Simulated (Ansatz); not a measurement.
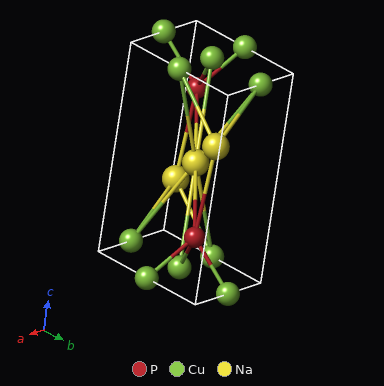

The figure gives a ball-and-stick picture of the atoms, viewed slightly off an axis. The simulation cell is drawn as a box.

```
CELL_PARAMETERS angstrom
2.57234 4.45543 0.00000
-2.57234 4.45543 0.00000
0.00000 -2.97029 5.97515
ATOMIC_POSITIONS crystal
P 0.74340 0.74340 0.23020
P 0.25660 0.25660 0.76980
Cu 0.50000 0.50000 0.00000
Cu 0.00000 0.50000 0.00000
Cu 0.50000 0.00000 0.00000
Na 0.50000 0.50000 0.50000
Na 0.09250 0.09250 0.27750
Na 0.90750 0.90750 0.72250
```

Run with DFT, PAW plane waves, PBE in Ansatz and these settings: a kinetic-energy cutoff of 420 eV, k-points on an 8×8×8 grid, Fermi-Dirac smearing of 0.1 eV, no spin polarisation. The pressure of the cell is 17 GPa.

Question: What are the atomic charges by Bader's partition?

Answer: Na +0.80 e; Cu -0.14 e; P -1.00 e.

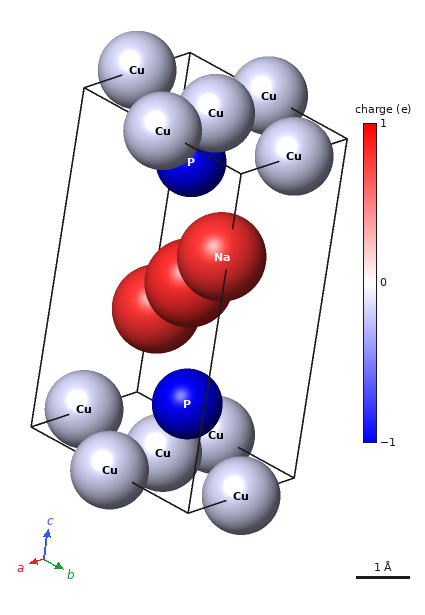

The atoms coloured by those charges.

Where the cell comes from: a generated cell, made by putting these elements into a known structure type (the compound may or may not exist in this form). No relaxation was applied. It was run through Ansatz as a DFT input.

At this level of theory the cell isn't at rest (compressed, at 17 GPa and forces up to 6.2 eV/Å), so its distances can differ from those at equilibrium, the more so the softer the solid.
